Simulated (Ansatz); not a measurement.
Input file:

```
crystal:
  periodic: [false, false, false]
  atoms:
    - {symbol: C, position_ang: [1.217737, 1.615168, -1.826969]}
    - {symbol: B, position_ang: [0.964829, 0.939132, 0.475721]}
    - {symbol: O, position_ang: [0.336771, 0.705933, 1.492004]}
    - {symbol: O, position_ang: [1.721219, 1.182846, -0.627433]}
    - {symbol: O, position_ang: [0.092522, 1.850547, -2.130777]}
basis:
  gaussian:
    orbitals: def2-TZVPD
output:
  forces: true
  orbitals: {seedname: orbitals}
hamiltonian:
  xc: pbe0
magnetization:
  spin_polarized: true
  initial_magnetization: 1
```

Run with:

```sh
ansatz run input.yaml --threads 1 --pin off --max-ram 2610MiB --events-out events.jsonl --progress --plain --runs-dir runs
```

Geometry: BLYP-D3(BJ)/def2-SVP.

The calculation used Ansatz, isolated molecule in a Gaussian basis; Kohn-Sham density functional theory, functional PBE0.

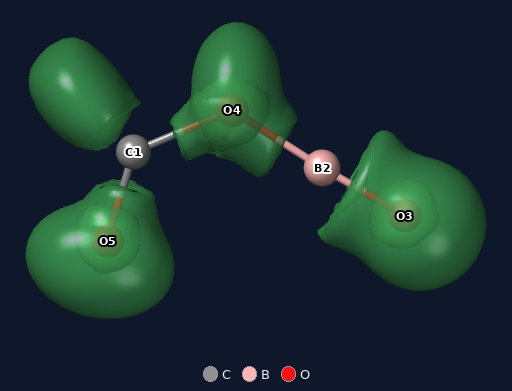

CBO₃ (SMILES O=BO[C]=O) (doublet). Isosurface of the ELF at 0.75 (green), seen across its widest extent. Only the valence region is drawn (cores and ρ < 0.01 e/Å³ removed).

### Identify the bonds, lone pairs and shells in this picture.

The ELF exceeds this value in three regions on O in which the atom's valence shell and bonds are merged and one lobe on C, pointing away from the bonds (non-bonding electrons). Profiles from the grid: C–O (1.19 Å): the ELF peaks at about 0.85 between the atoms: a short, multiple covalent bond. B–O (1.22 Å): the ELF peaks at about 0.85 between the atoms (a polar covalent bond).
